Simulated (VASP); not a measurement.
Band structure of La (relaxed from the simple-cubic structure, space group Pm-3m). Calculation: PBEsol GGA, VASP's PBE PAW potentials (set 64) (plane waves; VASP 6.6.1).

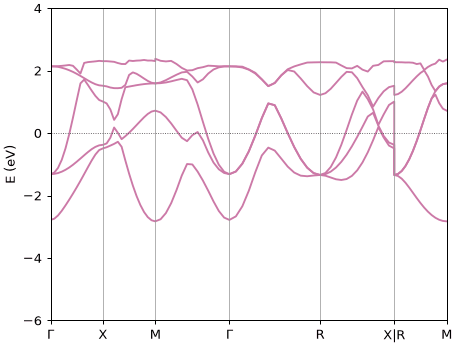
Figure: Bands along high-symmetry lines, zero at the valence-band maximum or, without a gap, the Fermi level

Read the plot: is there a gap, and where are the band edges?

It has no gap at this level: it comes out as a metal or semimetal. (Edges off the drawn lines would not show.)

The structure was generated: La was put into the simple-cubic type (Pm-3m), which need not be its known phase. It was relaxed first, which changed the volume by -21 %.
